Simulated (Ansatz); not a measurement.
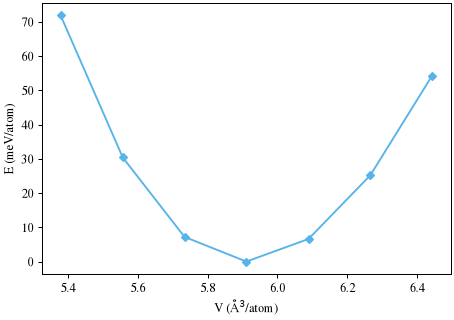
Figure. C in space group C2/m (No. 12; C on 4i, C on 4i, C on 4i, C on 4i) under volume change, r²SCAN (plane waves, PAW; program Ansatz), shape and atoms relaxed at each volume.

Q: What does a third-order Birch–Murnaghan fit give for V₀, B₀ and B′?

A: V₀ = 5.91 Å³/atom, B₀ = 416 GPa, B′ = 3.7.

The start of the workflow was typed in or built on a structure type; the Crystallography Open Database copy checked does not list it. It is not the phase usual at ambient conditions (space group No. 194, 227). Symmetry was held in the r²SCAN relaxation; whether a distortion lowers the energy is not shown.

Potentials: the earlier of the program's two PAW sets.
